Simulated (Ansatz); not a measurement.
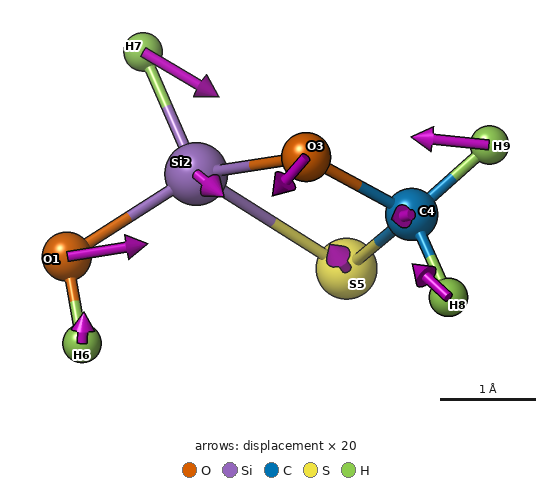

This is a relaxation of CH4O2SSi. The starting structure is drawn; purple arrows show the displacements, 20 times their true length. The two geometries are superimposed by the best rigid fit.

Style: ball-and-stick. Shown at a tilt.

The start comes from PBE-D4/def2-SVP.

Theory: RKS PBE0-D4/def2-TZVP in Ansatz 0.2.0. Set-up: force threshold 0.005 eV/Å; at most 150 steps.

Q: What did the optimiser do to the structure, and how much energy did it gain?

A: The largest move after the best rigid fit is that of H7, 0.047 Å. By element the largest moves are H 0.047 Å, O 0.044 Å, Si 0.024 Å, S 0.023 Å, C 0.017 Å. Near-neighbour distances that change, for instance: Si2–O3 1.704 → 1.661 Å, O1–Si2 1.662 → 1.626 Å, C4–S5 1.884 → 1.853 Å, Si2–S5 2.154 → 2.123 Å. Bond angles that change, for instance: Si2–O1–H6 115.3° → 117.6°. After 7 geometry steps the energy has fallen by 8.30 kJ/mol. Largest force component: 1.1 eV/Å at the start, 0.003 eV/Å at the end. The run took 28 s on 4 threads of Arm Neoverse V1, with other jobs on the host.
